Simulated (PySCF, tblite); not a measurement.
# C5H6N2Si: dynamics, then NMR shifts on frames

Aim: move C5H6N2Si (`C#Cc1nccn1[SiH3]`) away from its starting geometry and see how NMR shifts follow the geometry.

Computed with tblite 0.8.0 and PySCF 2.14.0, with density-fitted response routines of our own, on a single molecule in the gas phase. Atoms are numbered from 0 throughout.

## (1) The molecule as given

14 atoms, charge 0, multiplicity 1; geometry from: GFN2-xTB.

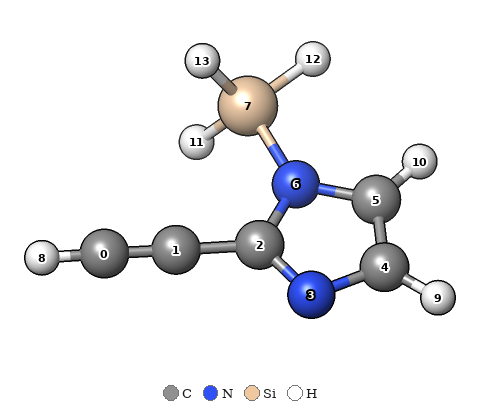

The starting geometry (carbon grey, nitrogen blue, silicon light orange, hydrogen white), atoms numbered.

## (2) Dynamics with GFN2-xTB

Job settings and geometry (Å):

```
{"job": {"kind": "md", "xc": "GFN2-xTB", "basis": "xTB", "temperature": 300, "steps": 2000, "every": 50, "frames": 5}, "charge": 0, "multiplicity": 1}
C     -2.049835    -2.153383     0.376761
C     -0.998169    -1.591781     0.227804
C      0.224485    -0.923853     0.052541
N      1.402270    -1.489208    -0.019717
C      2.286762    -0.473970    -0.191008
C      1.626899     0.717782    -0.220847
N      0.292190     0.446568    -0.065215
Si    -1.055781     1.565305    -0.023548
H     -2.958413    -2.661080     0.507173
H      3.336690    -0.670067    -0.280591
H      1.979700     1.721737    -0.338736
H     -1.939347     1.216289    -1.132727
H     -0.446112     2.881342    -0.191294
H     -1.702015     1.413845     1.277239
```

Level: GFN2-xTB Langevin dynamics, gas phase.

Run with:

```sh
$ OMP_NUM_THREADS=1 python probes_run.py task.json out
```

One launch serves the whole session: the jobs run in the order shown.

Standard output:

```text
t/fs     T/K      E/eV
    0.0   232.4   -579.69155
   25.0   185.9   -579.42357
   50.0   221.3   -579.31558
   75.0   229.0   -579.36692
  100.0   275.9   -579.34537
  125.0   305.1   -579.44667
  150.0   226.0   -579.29066
  175.0   236.3   -579.24466
  200.0   308.8   -579.25180
  225.0   334.4   -579.19175
  250.0   263.8   -579.29459
  275.0   213.7   -579.22179
  300.0   227.3   -579.22291
  325.0   226.0   -579.20400
  350.0   333.1   -579.31871
  375.0   295.7   -579.29664
  400.0   382.9   -579.24960
  425.0   210.5   -579.15379
  450.0   311.5   -579.27582
  475.0   374.5   -579.31312
  500.0   249.5   -579.20712
  525.0   201.7   -579.06069
  550.0   218.4   -579.22482
  575.0   293.3   -579.34745
  600.0   317.3   -579.24335
  625.0   281.5   -579.21384
  650.0   281.1   -579.08020
  675.0   287.3   -579.18520
  700.0   309.6   -579.04977
  725.0   212.5   -578.90240
  750.0   340.1   -579.12636
  775.0   325.8   -579.25648
  800.0   278.2   -579.21336
  825.0   324.0   -579.21485
  850.0   252.4   -579.11196
  875.0   263.8   -579.17101
  900.0   311.8   -579.41413
  925.0   264.2   -579.23635
  950.0   236.0   -579.20861
  975.0   290.3   -579.19411
 1000.0   359.0   -579.14489
```

It took 9.8 s on 1 thread of Arm Neoverse V2, shared host; peak memory 0.18 GiB.

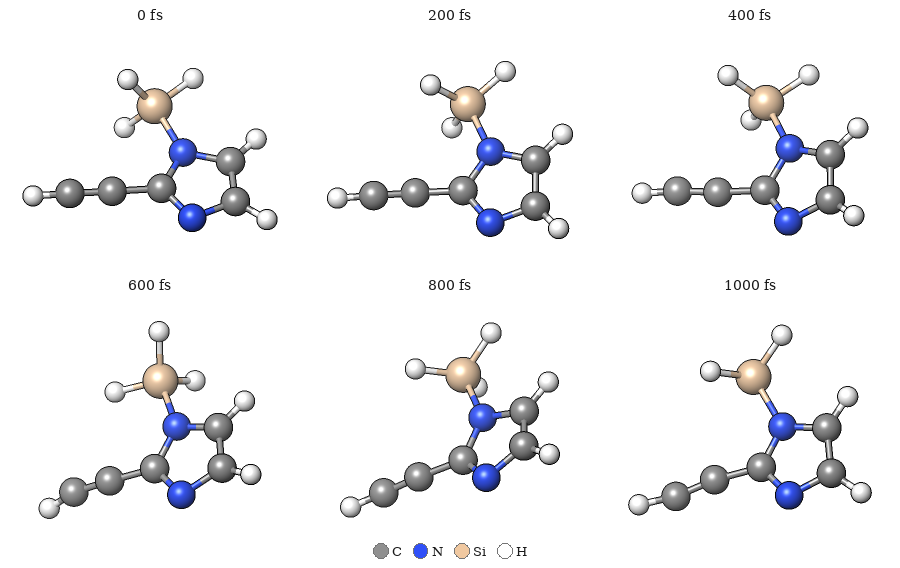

Frames of the run.

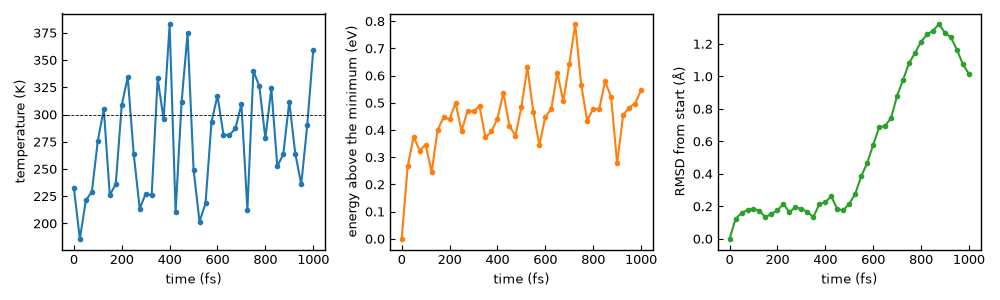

Temperature, potential energy and distance from the start.

Positions (Å) and forces (eV/Å) at 1000 fs:

```xyz
14

C    -1.376   -2.626   -0.272   -0.533   -0.347    0.612
C    -0.459   -1.914    0.057    0.015   -0.226    0.301
C     0.751   -1.293    0.452   -0.797   -1.422   -0.539
N     1.883   -1.920    0.526    1.458   -1.008   -0.675
C     2.825   -1.006    0.851   -0.737    0.960    0.243
C     2.182    0.221    1.067    1.638   -1.441   -0.078
N     0.899   -0.028    0.804   -3.127    3.372    0.151
Si   -0.492    1.155    0.900    0.653   -1.033    1.536
H    -2.246   -3.262   -0.238    0.741    0.662   -0.443
H     3.856   -1.284    0.799    0.082    0.101    0.362
H     2.455    1.171    1.459    0.373    0.147   -0.093
H    -1.407    0.392    1.851    0.273    0.412   -0.911
H    -0.842    1.687   -0.394   -0.144   -0.181   -0.289
H    -0.004    2.245    1.758    0.105    0.003   -0.177
```

## (3) Shielding tensors: 250 fs, PBE0/pcSseg-1

Job settings and geometry (Å):

```
{"job": {"kind": "nmr", "xc": "PBE0", "basis": "pcSseg-1", "pop": false}, "charge": 0, "multiplicity": 1}
C     -2.324000    -2.252900    -0.275300
C     -1.252200    -1.686200    -0.140800
C      0.064100    -1.211400    -0.023100
N      1.094100    -2.027700     0.032900
C      2.201800    -1.205700     0.109000
C      1.854400     0.072800     0.174000
N      0.501200     0.163400     0.088100
Si    -0.600900     1.475100     0.134500
H     -3.193200    -2.777600    -0.345900
H      3.160900    -1.576600     0.159600
H      2.442700     1.040200     0.298600
H     -1.259200     1.545200    -1.190200
H      0.279800     2.625900     0.530500
H     -1.549500     1.226100     1.198800
```

Method: GIAO PBE0/pcSseg-1 NMR shielding, non-relativistic, gas phase.

Standard output:

```text
coarse grid: 12904 points
cycle   1  E = -592.4330317447  dE =  1.440e+00  |g| = 4.481e-01  |ddm| = 3.793e+00
cycle   2  E = -592.3821888431  dE =  5.084e-02  |g| = 6.628e-01  |ddm| = 1.248e+00
cycle   3  E = -592.4786248326  dE = -9.644e-02  |g| = 1.574e-01  |ddm| = 8.306e-01
cycle   4  E = -592.4838346384  dE = -5.210e-03  |g| = 4.778e-02  |ddm| = 1.586e-01
cycle   5  E = -592.4842186801  dE = -3.840e-04  |g| = 2.329e-02  |ddm| = 4.559e-02
cycle   6  E = -592.4843450209  dE = -1.263e-04  |g| = 7.312e-03  |ddm| = 2.399e-02
cycle   7  E = -592.4843569261  dE = -1.191e-05  |g| = 2.728e-03  |ddm| = 7.413e-03
cycle   8  E = -592.4843587008  dE = -1.775e-06  |g| = 5.049e-04  |ddm| = 2.801e-03
final grid: 122184 points
cycle   9  E = -592.5293381933  dE = -2.952e-05  |g| = 5.199e-03  |ddm| = 5.443e-02
cycle  10  E = -592.5293363781  dE =  1.815e-06  |g| = 5.947e-03  |ddm| = 1.304e-02
cycle  11  E = -592.5293444061  dE = -8.028e-06  |g| = 1.841e-03  |ddm| = 7.525e-03
cycle  12  E = -592.5293452139  dE = -8.078e-07  |g| = 4.078e-04  |ddm| = 1.705e-03
cycle  13  E = -592.5293452465  dE = -3.256e-08  |g| = 1.733e-04  |ddm| = 3.534e-04
cycle  14  E = -592.5293452528  dE = -6.291e-09  |g| = 4.892e-05  |ddm| = 1.591e-04
cycle  15  E = -592.5293452532  dE = -4.151e-10  |g| = 2.257e-05  |ddm| = 5.722e-05
converged SCF energy = -592.5293452532

GIAO shielding tensors (ppm)
atom      isotropic    diamagn.    paramagn.     s11        s22        s33       span
  0 C       91.145     258.667    -167.521     20.637     50.617    202.182    181.545
  1 C      106.655     245.144    -138.489     11.393     12.381    296.193    284.800
  2 C       37.528     248.842    -211.315    -37.337     54.162     95.757    133.094
  3 N      -90.050     333.752    -423.803   -342.017   -148.721    220.587    562.604
  4 C       54.408     255.796    -201.388    -14.042     49.921    127.343    141.386
  5 C       59.459     251.940    -192.481    -17.710     65.607    130.480    148.189
  6 N       78.468     332.259    -253.790    -34.165     92.019    177.552    211.717
  7 Si     405.467     880.964    -475.497    381.337    387.286    447.778     66.441
  8 H       29.216      34.814      -5.599     24.995     25.748     36.905     11.910
  9 H       25.438      32.212      -6.773     22.914     25.828     27.573      4.659
 10 H       23.967      28.895      -4.928     20.531     24.430     26.940      6.409
 11 H       26.213      28.960      -2.747     22.718     24.606     31.315      8.596
 12 H       26.209      29.130      -2.921     22.134     25.674     30.817      8.683
 13 H       26.621      29.662      -3.041     22.751     25.874     31.237      8.486
```

Run time: 15 s. Hardware: 1 thread of Arm Neoverse V2, shared host; peak memory 0.78 GiB.

Shifts follow as δ = σ(reference) − σ, with reference shieldings (ppm) from runs at the same level and on the same kind of geometry: 1H TMS 31.72, 13C TMS 186.9, 29Si TMS 349.2, 15N NH3 267.7. The references are single molecules in the gas phase, so shifts against H2O, NH3, PH3, H3PO4 or CFCl3 are not on the usual liquid scales and can be off by tens of ppm. Each atom is listed at this fixed geometry, with no averaging over motion; a spectrum would average atoms that exchange fast.

```
atoms                                          environment  σ (ppm)  δ (ppm)
   C2  substituted aromatic carbon next to a ring nitrogen     37.5    149.4
   C4                  aromatic CH next to a ring nitrogen     54.4    132.5
   C5                  aromatic CH next to a ring nitrogen     59.5    127.5
   C0                               terminal alkyne carbon     91.1     95.8
   C1                                        alkyne carbon    106.7     80.3
  H10   hydrogen on an aromatic CH next to a ring nitrogen    23.97     7.75
   H9   hydrogen on an aromatic CH next to a ring nitrogen    25.44     6.28
  H12                    hydrogen on a silicon bonded to N    26.21     5.51
  H11                    hydrogen on a silicon bonded to N    26.21     5.50
  H13                    hydrogen on a silicon bonded to N    26.62     5.10
   H8                 hydrogen on a terminal alkyne carbon    29.22     2.50
   N3                   pyridine-type nitrogen of an azole    -90.1    357.8
   N6                           pyrrole-type ring nitrogen     78.5    189.3
  Si7                             silicon bonded to N, 3 H    405.5    -56.3
```

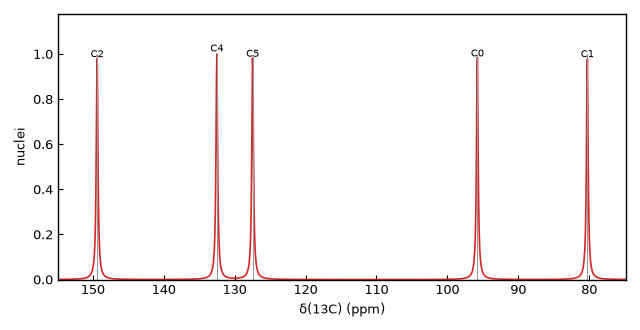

13C lines at the computed shifts, without couplings. Lines are broadened to a width of 0.28 ppm (Lorentzian).

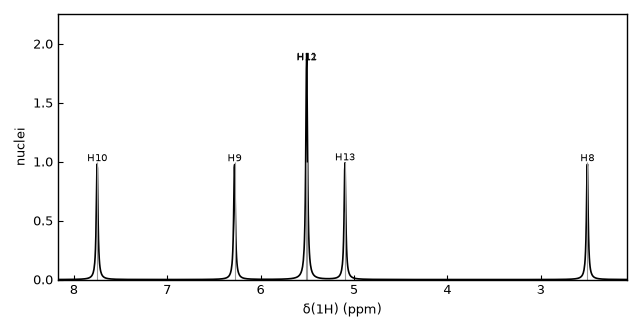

1H lines at the computed shifts, without couplings. Lines are broadened to a width of 0.02 ppm (Lorentzian).

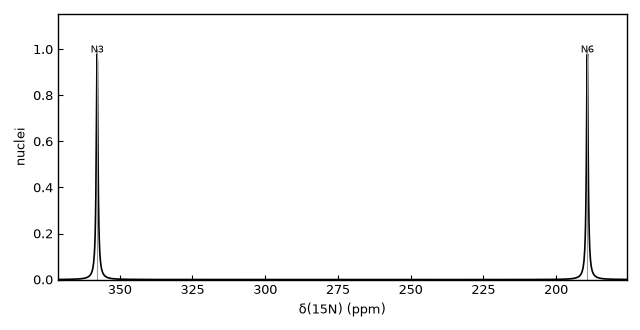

15N lines at the computed shifts, without couplings. Lines are broadened to a width of 0.67 ppm (Lorentzian).

Ring of atoms C2, N3, C4, C5, N6: NICS(0) -11.9, NICS(1) -10.8, NICS(1)zz -27.4 ppm (means of both faces).

## (4) NMR shieldings: 425 fs, PBE0/pcSseg-1

Job settings and geometry (Å):

```
{"job": {"kind": "nmr", "xc": "PBE0", "basis": "pcSseg-1", "pop": false}, "charge": 0, "multiplicity": 1}
C     -2.095900    -1.964000    -0.709600
C     -0.973800    -1.858100    -0.354700
C      0.312100    -1.389900    -0.073000
N      1.405000    -2.121000    -0.037600
C      2.354400    -1.323400     0.562500
C      1.777900    -0.138500     0.934000
N      0.473900    -0.186800     0.545100
Si    -0.626200     1.138400     0.233700
H     -3.115600    -2.025400    -0.945100
H      3.433300    -1.584500     0.693300
H      2.158200     0.736100     1.228500
H     -1.084500     0.834400    -1.101700
H      0.224600     2.336400     0.484200
H     -1.609300     0.969000     1.250800
```

With the program's defaults for keys left out, this is: GIAO PBE0/pcSseg-1 NMR shielding, non-relativistic, gas phase.

Standard output:

```text
coarse grid: 12904 points
cycle   1  E = -592.4271884716  dE =  1.594e+00  |g| = 4.408e-01  |ddm| = 3.736e+00
cycle   2  E = -592.4032581543  dE =  2.393e-02  |g| = 5.664e-01  |ddm| = 1.224e+00
cycle   3  E = -592.4718088694  dE = -6.855e-02  |g| = 1.531e-01  |ddm| = 6.872e-01
cycle   4  E = -592.4766940167  dE = -4.885e-03  |g| = 4.325e-02  |ddm| = 1.816e-01
cycle   5  E = -592.4770678947  dE = -3.739e-04  |g| = 1.528e-02  |ddm| = 4.871e-02
cycle   6  E = -592.4771173826  dE = -4.949e-05  |g| = 4.063e-03  |ddm| = 1.710e-02
cycle   7  E = -592.4771211258  dE = -3.743e-06  |g| = 1.908e-03  |ddm| = 5.115e-03
final grid: 122184 points
cycle   8  E = -592.5216165151  dE = -2.758e-05  |g| = 6.580e-03  |ddm| = 4.139e-02
cycle   9  E = -592.5216033820  dE =  1.313e-05  |g| = 1.016e-02  |ddm| = 1.280e-02
cycle  10  E = -592.5216253494  dE = -2.197e-05  |g| = 2.112e-03  |ddm| = 8.372e-03
cycle  11  E = -592.5216264651  dE = -1.116e-06  |g| = 4.499e-04  |ddm| = 2.563e-03
cycle  12  E = -592.5216265079  dE = -4.279e-08  |g| = 1.482e-04  |ddm| = 4.530e-04
cycle  13  E = -592.5216265125  dE = -4.542e-09  |g| = 3.127e-05  |ddm| = 1.421e-04
cycle  14  E = -592.5216265126  dE = -1.260e-10  |g| = 2.157e-05  |ddm| = 4.884e-05
converged SCF energy = -592.5216265126

GIAO shielding tensors (ppm)
atom      isotropic    diamagn.    paramagn.     s11        s22        s33       span
  0 C       95.249     260.495    -165.246     24.516     49.410    211.820    187.304
  1 C      104.866     254.788    -149.922      9.348     16.248    289.001    279.653
  2 C       47.838     250.816    -202.978    -29.398     64.082    108.831    138.228
  3 N      -71.957     331.496    -403.453   -331.004   -115.700    230.832    561.836
  4 C       43.548     259.191    -215.644    -36.835     43.352    124.125    160.959
  5 C       56.904     252.186    -195.283    -24.259     56.636    138.333    162.592
  6 N       80.546     333.070    -252.524    -32.359     76.967    197.032    229.391
  7 Si     400.736     881.650    -480.914    377.558    392.695    431.955     54.397
  8 H       28.803      33.150      -4.348     24.395     25.183     36.830     12.435
  9 H       23.434      28.985      -5.551     20.931     23.500     25.872      4.941
 10 H       26.154      34.802      -8.648     23.567     25.378     29.517      5.950
 11 H       26.482      31.077      -4.595     21.967     26.986     30.494      8.527
 12 H       26.326      30.033      -3.706     21.966     25.821     31.191      9.225
 13 H       26.910      30.809      -3.899     23.612     25.141     31.976      8.364
```

Run time: 15 s. Hardware: 1 thread of Arm Neoverse V2, shared host; peak memory 0.8 GiB.

In short: δ C4 143.4, C2 139.1, C5 130.0, C0 91.7, H9 8.28, H10 5.56 ppm.

[end of part 1 of 2]
